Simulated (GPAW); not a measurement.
## WS2 (Tungstenite): optical spectrum from first principles

Wanted: where WS2 (Tungstenite) starts to absorb, how strongly, and its refractive index. The cell comes from an older database entry, whose edges can differ from later determinations, mostly by under a per cent.

Main program and level: GPAW 26.7.0; DFT, PBE, plane-wave PAW (GPAW data sets), scalar-relativistic, RPA, optical limit.

The database entry behind the starting cell differs from later determinations by our own check (an axis about 1.4 % long against later determinations), so it need not match the best structure at ambient conditions.

## 1. The starting structure

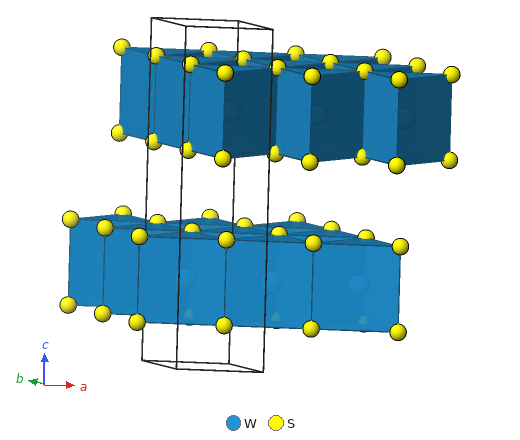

The cell as given, slightly off an axis (tungsten blue, sulfur yellow). 3×3×1 cells are drawn. Some periodic images of atoms are drawn too.

Coordinates:

```xyz
6
Lattice="3.1800 0.0000 0.0000 -1.5900 2.7540 0.0000 0.0000 0.0000 12.5000" Properties=species:S:1:pos:R:3 pbc="T T T"
W     1.5900    0.9180    9.3750
W     0.0000    1.8360    3.1250
S     1.5900    0.9180    4.6875
S     0.0000    1.8360   10.9375
S     1.5900    0.9180    1.5625
S     0.0000    1.8360    7.8125
```

## 2. Dielectric function, RPA

Local fields let the induced charge screen the field inside the cell, which as a rule lowers ε, most along directions where the density is uneven.

df.py reads:

```python
from gpaw.response.df import DielectricFunction

df = DielectricFunction('full.gpw', frequencies={'type': 'nonlinear', 'domega0': 0.03, 'omega2': 8},
                        ecut=50,
                        eta=0.15,
                        nbands=75,
                        txt='df.txt')
for direction in ['x', 'z']:
    df.get_dielectric_function(xc='RPA', direction=direction, filename=f'df_{direction}.csv')
```

Run with:

```bash
OMP_NUM_THREADS=1 python df.py
```

Numbers of over 12 decimals in the logs are rounded to 6 here.

The program printed:

```text
Using integrator: PointIntegrator
NonLinearFrequencyDescriptor(from 0.000 to 101.651 eV, 542 points)
Nonperiodic BCs:  [False False False]
Using integrator: PointIntegrator
NonLinearFrequencyDescriptor(from 0.000 to 101.651 eV, 542 points)
Nonperiodic BCs:  [False False False]

Calculating chi0 body with:
    Ground state adapter containing:
    Number of spins: 1
    Number of kpoints: 432
    Number of irreducible kpoints: 50
    Number of completely occupied states: 26
    Number of partially occupied states: 26

    Linear response parametrization:
    q_c: [0.0, 0.0, 0.0]
    Number of frequency points: 542
    Planewave cutoff: 50.0
    Number of bands: 75
    Number of planewaves: 81
    Broadening (eta): 0.15

Integrating chi0 body.

Symmetries of q_c:
    Direct symmetries (Uq -> q): 12
    Indirect symmetries (TUq -> q): 0
In total 12 allowed symmetries.

50 groups of equivalent kpoints. 88.425926% reduction.

Integral kind: spectral function

Calculating chi0 optical extensions with:
    Ground state adapter containing:
    Number of spins: 1
    Number of kpoints: 432
    Number of irreducible kpoints: 50
    Number of completely occupied states: 26
    Number of partially occupied states: 26

    Linear response parametrization:
    Number of frequency points: 542
    Planewave cutoff: 50.0
    Number of bands: 75
    Number of planewaves: 81
    Broadening (eta): 0.15
Integrating chi0 head and wings.

Symmetries of q_c:
    Direct symmetries (Uq -> q): 12
    Indirect symmetries (TUq -> q): 0
In total 12 allowed symmetries.

50 groups of equivalent kpoints. 88.425926% reduction.

Integral kind: spectral function wings
```

The job ended after 56 s (1 thread of Intel Xeon Platinum 8375C at 2.90GHz (Ice Lake), shared host; peak memory 0.42 GiB).

This step gave:

```
electronic dielectric constant ε∞, mean over x, y and z (by symmetry where fewer were run) : 9.929
main peak of Im epsilon, first axis                                                        : 3.336 eV
```

Some rows of df_x.csv (energy; Re and Im without local fields; Re and Im with them):

```text
0.000000, 13.099007, -0.000000, 12.331234, -0.000000
0.429336, 13.284421, 0.134846, 12.498463, 0.121431
0.878195, 13.946662, 0.333630, 13.093117, 0.298266
1.347938, 15.539450, 0.840644, 14.507617, 0.738928
1.840057, 17.059534, 4.140078, 15.881959, 3.606161
2.356191, 21.430235, 10.707786, 19.996867, 8.436340
2.898142, 13.112986, 16.081790, 14.562671, 14.310694
3.467895, 6.295307, 14.132550, 7.120958, 15.294664
4.067647, 5.897526, 11.301645, 4.769114, 11.947020
4.699832, 2.772098, 13.607303, 2.003092, 12.973631
5.367152, -0.066111, 9.894118, -0.649072, 9.238953
6.072622, -0.423239, 9.616431, -0.451488, 8.711955
6.819608, -1.840396, 7.279811, -1.478452, 6.655030
7.611886, -1.965386, 5.370636, -2.027619, 5.228461
8.453705, -0.569807, 4.194363, -0.688195, 3.977012
9.349861, -0.157567, 4.336091, -0.486747, 4.011644
10.305790, -0.485405, 3.890950, -0.665837, 3.170377
11.327680, -1.310709, 4.304522, -0.948637, 3.545309
12.422601, -1.431036, 2.818836, -1.082784, 2.328587
13.598673, -1.530196, 2.238869, -1.105368, 1.873534
```

The Im ε has structure finer than the step of the table below, so its rows give means over 1 eV, whole bins alone (the curve runs from 0 to 14.0 eV). Peaks (eV: height): E ∥ x 3.3: 15.7; E ∥ z 3.2: 3.13, 10.0: 6.00, 11.6: 7.72.

Values under the direct gap are tails of Lorentzian lines. Im ε against photon energy; means over each step:

```tsv
photon energy (eV)	E ∥ x	E ∥ z
1	0.444	0.0550
2	4.48	0.366
3	14.1	2.71
4	12.7	2.23
5	11.2	1.97
6	8.38	2.12
7	6.40	2.55
8	4.32	3.24
9	3.80	4.42
10	3.38	5.61
11	3.33	5.77
12	2.78	6.01
13	2.18	3.06
```

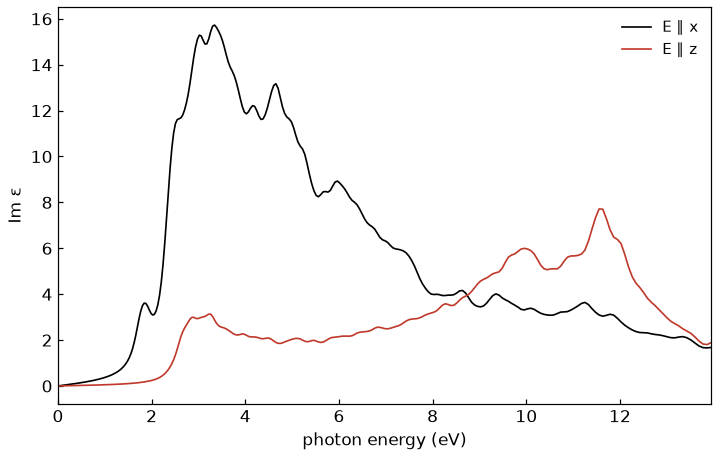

Im ε, plotted against photon energy.

Table of Re ε by photon energy:

```tsv
photon energy (eV)	E ∥ x	E ∥ z
0	12.3	5.13
1	13.4	5.28
2	16.2	6.03
3	12.8	5.62
4	4.57	4.26
5	0.515	4.35
6	-0.154	4.47
7	-1.38	4.49
8	-1.28	4.71
9	-0.600	4.65
10	-0.615	2.83
11	-0.346	2.21
12	-1.31	-1.45
13	-0.979	-1.55
```

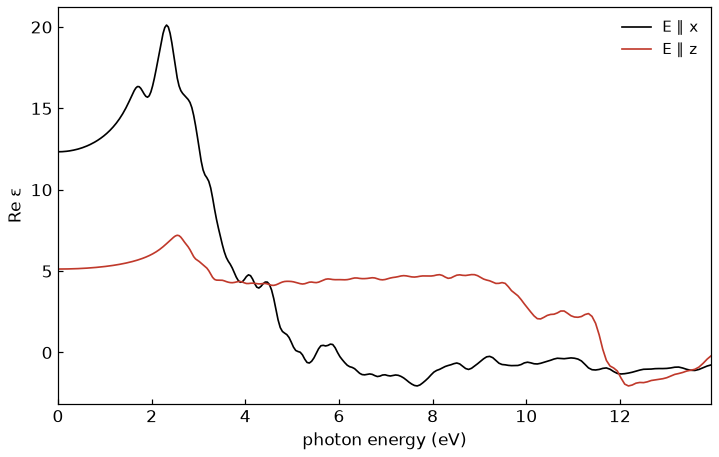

Re ε, plotted against photon energy.

Values under the direct gap are tails of Lorentzian lines. Table of loss function −Im 1/ε at q → 0 by energy loss; read off at these points:

```tsv
energy loss (eV)	E ∥ x	E ∥ z
0.0	0	0
1.0	0.00207	0.00185
2.0	0.0116	0.00661
3.0	0.0384	0.0732
4.0	0.0732	0.0966
5.0	0.0873	0.0881
6.0	0.113	0.0872
7.0	0.151	0.0944
8.0	0.227	0.0987
9.0	0.281	0.107
10.0	0.289	0.137
10.6	0.317	0.161
11.0	0.294	0.153
12.0	0.291	0.151
13.0	0.386	0.264
```

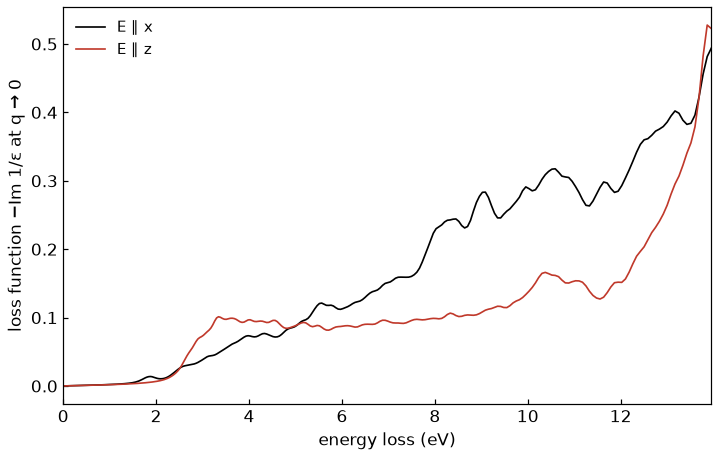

Loss function −Im 1/ε at q → 0, plotted against energy loss.

The Im ε, E ∥ x has structure finer than the step of the table below, so its rows give means over 0.5 eV, whole bins alone (the curve runs from 0 to 14.0 eV). Peaks (eV: height): without local fields 2.98: 16.4, 4.65: 13.9; with local fields 3.34: 15.7.

Values under the direct gap are tails of Lorentzian lines. Im ε, E ∥ x against photon energy; means over each step:

```tsv
photon energy (eV)	without local fields	with local fields
0.5	0.164	0.147
1.0	0.432	0.384
1.5	1.61	1.40
2.0	4.26	3.59
2.5	12.4	10.3
3.0	15.6	14.5
3.5	13.8	14.9
4.0	11.6	12.4
4.5	12.8	12.4
5.0	11.9	11.3
5.5	9.56	8.80
6.0	9.57	8.63
6.5	8.24	7.49
7.0	6.70	6.31
7.5	5.66	5.50
8.0	4.35	4.10
8.5	4.25	4.02
9.0	3.83	3.60
9.5	4.18	3.80
10.0	4.03	3.36
10.5	3.92	3.14
11.0	4.26	3.39
11.5	3.95	3.26
12.0	3.34	2.83
12.5	2.82	2.33
13.0	2.59	2.16
13.5	2.38	1.98
```

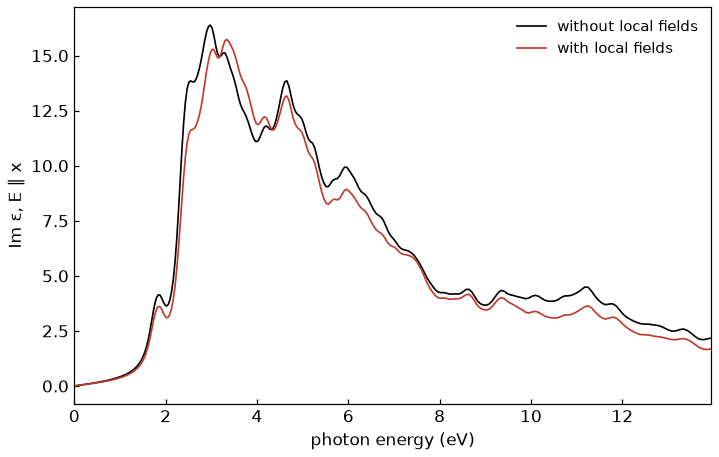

Im ε, E ∥ x, plotted against photon energy.

The reflectivity at normal incidence has structure finer than the step of the table below, so its rows give means over 0.5 eV, whole bins alone (the curve runs from 0 to 14.0 eV). Peaks (eV: height): E ∥ x 3.34: 44.4, 4.70: 43.9, 6.44: 41.8, 7.67: 42.4, 8.77: 34.5, 12.10: 37.0, 13.60: 36.9; E ∥ z 2.62: 21.9, 12.18: 42.5.

Table of reflectivity at normal incidence by photon energy; means over each step:

```tsv
photon energy (eV)	E ∥ x (%)	E ∥ z (%)
0.5	31.4	15.1
1.0	32.6	15.5
1.5	35.3	16.3
2.0	37.6	17.8
2.5	42.5	20.9
3.0	43.7	20.2
3.5	43.7	16.8
4.0	40.9	15.4
4.5	41.5	14.7
5.0	43.3	14.9
5.5	40.2	14.9
6.0	40.1	15.7
6.5	41.4	16.4
7.0	40.3	16.8
7.5	41.3	17.9
8.0	37.1	19.1
8.5	33.0	20.2
9.0	30.8	22.5
9.5	31.6	24.6
10.0	30.9	27.0
10.5	28.7	25.0
11.0	28.6	26.8
11.5	33.5	33.5
12.0	36.0	40.4
12.5	34.7	40.9
13.0	33.5	38.8
13.5	35.3	34.8
```

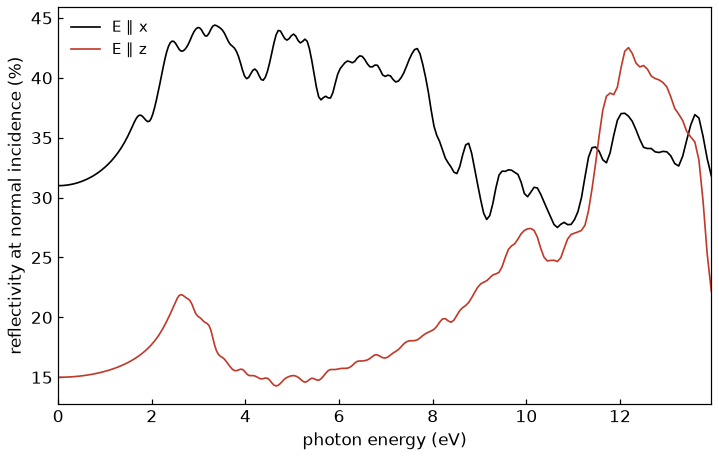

Reflectivity at normal incidence, plotted against photon energy.

Optical constants at common wavelengths, from n + ik = √ε:

```tsv
wavelength (nm)	n x	k x	R (%) x	1/α x	n z	k z	R (%) z	1/α z
1064	3.72	0.067	33.2	1.3 µm	2.31	0.014	15.7	6.1 µm
800	3.95	0.173	35.6	368 nm	2.36	0.023	16.4	2.7 µm
633	4.00	0.410	36.4	123 nm	2.44	0.045	17.6	1.1 µm
450	4.22	1.476	42.6	24 nm	2.62	0.515	21.6	69 nm
405	3.93	1.937	44.0	17 nm	2.42	0.618	19.9	52 nm
248	2.45	2.337	43.6	8.4 nm	2.14	0.475	15.1	42 nm
193	1.82	2.133	41.8	7.2 nm	2.20	0.529	16.3	29 nm
```

Below the direct gap, k and the depth come from the tails of the Lorentzian lines, not from transitions.

Rows near the edge hang on the gap, which this functional as a rule makes too small, and phonon-assisted absorption is left out.

## 3. Summary of results

```
electronic dielectric constant ε∞, mean over x, y and z (by symmetry where fewer were run) (RPA) : 9.93
main peak of Im epsilon, first axis                                                              : 3.34 eV
```

What this shows: At this level (PBE, RPA) WS2 has a mean ε∞ = 9.93 and n = 3.60 at 1550 nm (E ∥ x), and Im ε peaks at 3.3 eV (E ∥ x). Local fields change the static value along x from 13.10 to 12.33 (-6 %). Distinct maxima of Im ε, read by a parabola through the highest points, lie at 3.34 eV (16), 4.64 eV (13) and 5.96 eV (8.9) for E ∥ x. The static values by axis are 12.33 (x), 5.13 (z). Excitons and phonon-assisted transitions are missing; PBE gaps are as a rule too small, which pulls the onset down and ε∞ up. Spin-orbit coupling is left out although heavy atoms are present. The sum runs over mesh points, so small or evenly spaced maxima can still be ripples of the mesh. In this version of GPAW the matrix elements of the optical limit are incomplete, which can lower ε − 1 by up to a tenth where first-row anions or d states rule, and shift it by more in d metals.

[Machine, clock and banner lines and Python warnings are left out of the logs.]

[Logs are printed without paths, hosts, clocks, repeated set-up lines and the standing remarks that a program may print on its own settings, such as how far it seeks lower states.]

[Hosts, paths, dates, database ids (printed as entryN), source tags and the programs' standing remarks are cut or masked in the printed files.]
